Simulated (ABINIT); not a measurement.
# CsCaF3 (Pm-3m): G0W0 with ABINIT, start to end, part 3 of 3

Aim: the G0W0 gap of CsCaF3 (Pm-3m) on LDA, step by step.

ABINIT 10.8.3; LDA and many-body steps on it, plane waves. Known limits of the many-body steps: not at the basis limit; no spin-orbit coupling; coarse k mesh.

So far. Step 4 (Empty states on the mesh, 2×2×2 mesh, 89 bands): On this mesh the gap is 6.840 eV. Step 5 (Screening, 2×2×2 mesh, 81 bands, screening to 106.1 eV): Local fields lower ε∞ by 10 %. On a Γ-centred mesh this coarse the value itself is usually too large, while a short band sum pulls it down.

## Step 6: Self-energy, 2×2×2 mesh, 81 bands, screening to 106.1 eV

The self-energy is evaluated for the states that the input lists, and the levels follow from it, in one-shot runs by the linearised quasiparticle equation.

This step: G0W0 on LDA, plane waves, norm-conserving pseudopotentials.

The input, run.abi:

```
acell 3*1.0 Angstrom
rprim 
  4.520531030000 0.000000000000 0.000000000000
  0.000000000000 4.520531030000 0.000000000000
  0.000000000000 0.000000000000 4.520531030000
ntypat 3
znucl 55 20 9
natom 5
typat 1 2 3 3 3
xred 
  0.000000000000 0.000000000000 0.000000000000
  0.500000000000 0.500000000000 0.500000000000
  0.000000000000 0.500000000000 0.500000000000
  0.500000000000 0.000000000000 0.500000000000
  0.500000000000 0.500000000000 0.000000000000
pp_dirpath "pseudos"
pseudos "Cs.upf, Ca.upf, F.upf"
ecut 36
ngkpt 2 2 2
nshiftk 1
shiftk 0 0 0
kptopt 1
chksymbreak 0
istwfk *1
occopt 1
irdwfk 1
optdriver 4
nband 81
gwcalctyp 0
ecutsigx 36
symsigma 1
nkptgw 2
kptgw 
  0.5000000000 0.5000000000 0.5000000000
  0.0000000000 0.0000000000 0.0000000000
bdgw 
  18 23
  18 23
ecuteps 3.9
irdscr 1
ppmodel 1
indata_prefix "in"
outdata_prefix "out"
tmpdata_prefix "tmp"
```

The run is started by

```console
$ OMP_NUM_THREADS=1 mpirun -n 4 abinit run.abi > log
```

Numbers of over 12 decimals in the logs are rounded to 6 here.

What it wrote:

```text
.Version 10.8.3 of ABINIT. v10.8.2 released Aug 2026.

 Symmetries : space group Pm -3 m (#221); Bravais cP (primitive cubic)
[... echo of the input left out ...]
== DATASET  1 ==================================================================
-   mpi_nproc: 4, omp_nthreads: 1 (-1 if OMP is not activated)

--- !DatasetInfo
iteration_state: {dtset: 1, }
dimensions: {natom: 5, nkpt: 4, mband: 81, nsppol: 1, nspinor: 1, nspden: 1, mpw: 6488, }
cutoff_energies: {ecut:  36.0, pawecutdg:  -1.0, }
electrons: {nelect:   4.00000000E+01, charge:   0.00000000E+00, occopt:   1.00000000E+00, tsmear:   1.00000000E-02, }

 SIGMA: Calculation of the GW corrections

 Based on a program developped by R.W. Godby, V. Olevano, G. Onida, and L. Reining.
 Incorporated in ABINIT by V. Olevano, G.-M. Rignanese, and M. Torrent.
.Using double precision arithmetic ; gwpc =  8

[... cell and pseudopotentials left out ...]
--------------------------------------------------------------------------------

 ==== K-mesh for the wavefunctions ====
 Number of points in the irreducible wedge :     4
[... list of points left out ...]
 Together with 48 symmetry operations and time-reversal symmetry
 yields     8 points in the full Brillouin Zone.

 ==== Q-mesh for screening function ====
 Number of points in the irreducible wedge :     4
[... list of points left out ...]
 Together with 48 symmetry operations and time-reversal symmetry
 yields     8 points in the full Brillouin Zone.

 vcoul_init : cutoff-mode = AUXILIARY_FUNCTION
 q-points for optical limit:   1
     1)      0.000010    0.000020    0.000030
 setmesh: FFT mesh size selected  =    48x   48x   48
          total number of points  =       110592

 Number of electrons calculated from density =   40.0000; Expected =   40.0000
 average of density, n =  0.064165
 r_s =    1.5495
 omega_plasma =   24.4345 [eV]

 === KS Band Gaps ===
  >>>> For spin  1
   Minimum direct gap =   6.8644 [eV], located at k-point      :   0.0000  0.0000  0.0000
   Fundamental gap    =   6.8403 [eV], Top of valence bands at :   0.5000  0.5000  0.5000
                                       Bottom of conduction at :   0.0000  0.0000  0.0000
 SIGMA fundamental parameters:
 PLASMON POLE MODEL  1
 number of plane-waves for SigmaX                 6451
 number of plane-waves for SigmaC and W            251
 number of plane-waves for wavefunctions          6451
 number of bands                                    81
 number of independent spin polarizations            1
 number of spinorial components                      1
 number of k-points in IBZ                           4
 number of q-points in IBZ                           4
 number of symmetry operations                      48
 number of k-points in BZ                            8
 number of q-points in BZ                            8
 number of frequencies for dSigma/dE                 9
 frequency step for dSigma/dE [eV]                0.25
 number of omega for Sigma on real axis              0
 max omega for Sigma on real axis  [eV]           0.00
 zcut for avoiding poles [eV]                     0.10

 EPSILON^-1 parameters (SCR file):
 dimension of the eps^-1 matrix on file            251
 dimension of the eps^-1 matrix used               251
 number of plane-waves for wavefunctions          6451
 number of bands                                    81
 number of q-points in IBZ                           4
 number of frequencies                               2
 number of real frequencies                          1
 number of imag frequencies                          1

 matrix elements of self-energy operator (all in [eV])

 Perturbative Calculation

--- !SelfEnergy_ee
iteration_state: {dtset: 1, }
kpoint     : [   0.500,    0.500,    0.500, ]
spin       : 1
KS_gap     :    8.824
QP_gap     :   12.475
Delta_QP_KS:    3.651
data: !SigmaeeData |
     Band     E0 <VxcDFT>   SigX SigC(E0)      Z dSigC/dE  Sig(E)    E-E0       E
       18   0.152 -21.956 -29.477   5.424   0.794  -0.259 -23.621  -1.665  -1.513
       19   0.152 -21.956 -29.477   5.424   0.794  -0.259 -23.621  -1.665  -1.513
       20   0.152 -21.956 -29.477   5.424   0.794  -0.259 -23.621  -1.665  -1.513
       21   8.976  -9.539  -4.486  -2.796   0.879  -0.137  -7.553   1.986  10.962
       22   8.976  -9.539  -4.486  -2.796   0.879  -0.137  -7.553   1.986  10.962
       23   8.976  -9.539  -4.486  -2.796   0.879  -0.137  -7.553   1.986  10.962

--- !SelfEnergy_ee
iteration_state: {dtset: 1, }
kpoint     : [   0.000,    0.000,    0.000, ]
spin       : 1
KS_gap     :    6.864
QP_gap     :   10.389
Delta_QP_KS:    3.524
data: !SigmaeeData |
     Band     E0 <VxcDFT>   SigX SigC(E0)      Z dSigC/dE  Sig(E)    E-E0       E
       18   0.128 -21.756 -29.060   5.232   0.798  -0.252 -23.411  -1.655  -1.527
       19   0.128 -21.756 -29.060   5.232   0.798  -0.252 -23.411  -1.655  -1.527
       20   0.128 -21.756 -29.060   5.232   0.798  -0.252 -23.411  -1.655  -1.527
       21   6.993  -9.484  -4.516  -2.852   0.883  -0.132  -7.615   1.870   8.862
       22   8.181  -8.906  -3.995  -2.751   0.883  -0.133  -6.999   1.907  10.088
       23   8.181  -8.906  -3.995  -2.751   0.883  -0.133  -6.999   1.907  10.088

== END DATASET(S) ==============================================================
================================================================================

 -outvars: echo values of variables after computation  --------
           etotal      0.0000000000E+00
            nband          81
             nkpt           4
          spgroup         221
 [... the other variables as echoed above ...]

 Calculation completed.
```

Run time: 24 s. Hardware: 4 MPI ranks of AMD EPYC 7571, shared host; peak memory 0.88 GiB.

Numbers from this step:

```yaml
g0w0_gap_on_the_points_computed: 10.38 eV
starting_gap_on_the_mesh: 6.840 eV
k_of_the_valence_top: 0.5, 0.5, 0.5
k_of_the_conduction_bottom: 0, 0, 0
z_at_the_valence_top: 0.794
z_at_the_conduction_bottom: 0.883
least_direct_g0w0_gap_on_the_computed_points: 10.39 eV
```

The gap on the mesh goes from 6.84 eV to 10.38 eV, a correction of +3.53 eV.

Limits: finite bands, cutoff and mesh; no spin-orbit coupling; coarse k mesh. v1 is the top filled band, c1 the lowest empty one. Levels before and after the correction, in eV, zero at the valence-band top of each column:

```csv
,conduction bottom,valence top
Kohn-Sham,6.84,0.00
G0W0,10.38,0.00
```

|  | level | energy (eV) |
| --- | --- | --- |
| Kohn-Sham | (0.5 0.5 0.5) v3-v1 | 0.000 |
| Kohn-Sham | (0.5 0.5 0.5) c1-c3 | 8.824 |
| Kohn-Sham | Γ v3-v1 | -0.024 |
| Kohn-Sham | Γ c1 | 6.840 |
| Kohn-Sham | Γ c2-c3 | 8.029 |
| G0W0 | (0.5 0.5 0.5) v3-v1 | 0.000 |
| G0W0 | (0.5 0.5 0.5) c1-c3 | 12.475 |
| G0W0 | Γ v3-v1 | -0.014 |
| G0W0 | Γ c1 | 10.375 |
| G0W0 | Γ c2-c3 | 11.601 |

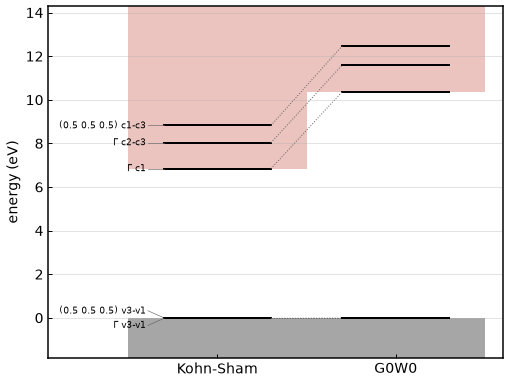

Levels before and after the correction. Shaded: valence and conduction bands.

## Step 7: Where the time went

Times are wall times on 4 MPI ranks of AMD EPYC 7571, shared host, good to a factor of about two.

```csv
step,time,share,memory (GiB)
ground state,74 s,19 %,0.39
bands along the symmetry lines,3.3 min,50 %,0.44
empty states on the mesh,70 s,18 %,0.37
screening,32 s,8 %,0.91
self-energy,24 s,6 %,0.88
```

## Step 8: Summary of results

| Item | Value |
| --- | --- |
| LDA gap | 6.84 eV, indirect (only 24 meV under the direct gap) |
| G0W0 gap on the mesh | 10.38 eV |
| GW settings | 2×2×2 mesh, 81 bands, screening to 106.1 eV, Godby-Needs plasmon pole |
| known limits | not at the basis limit; no spin-orbit coupling; coarse k mesh |

**Reading.** G0W0 moves the gap on the mesh from 6.84 eV to 10.38 eV (+3.53 eV), with Z of 0.79 and 0.88 at the edges. Local fields lower the RPA ε∞ on this mesh from 2.64 to 2.39; a Γ-centred mesh this coarse tends to raise both, most where the direct gap is narrow, while a short band sum lowers them. Only 2 of the mesh's irreducible points were corrected, so a valley elsewhere could overtake. The dearest step here is «bands along the symmetry lines». Bands and cutoff are finite, so the gap is not at the basis limit. The miss can reach some tenths of an eV and take either sign; the mesh is an error of its own. In the G0W0 run levels were corrected at 2 k points alone, so a gap called «on the mesh» is the least over those, and an edge elsewhere would be missed. The 2×2×2 mesh is coarse for this cell, which bears on the long-range parts of exchange and screening. This is the ideal cubic cell; many perovskites, halides above all, are cubic only on average, and local tilts or off-centring can widen the gap. The many-body steps are scalar-relativistic: spin-orbit coupling is not in them.

[Paths, hosts, dates, memory and timing lines, banners, echoed tables and standing remarks are left out of the program output.]

[Logs are printed without paths, hosts, clocks, repeated set-up lines and the standing remarks that a program may print on its own settings, such as how far it seeks lower states.]

[Runs of the session that timed out or met a known fault of the program may be left out.]

[Hosts, paths, dates, database ids (printed as entryN), source tags and the programs' standing remarks are cut or masked in the printed files.]

[G0W0 gaps are taken among the corrected bands and points alone; a level outside them can change the order at an edge.]

[Where Ansatz stands beside ABINIT at settings called matched, ABINIT's density can come from a denser mesh and the files from another edition; pairs whose starting gaps differed by over 0.03 eV were left out, so agreement reads better than it is.]
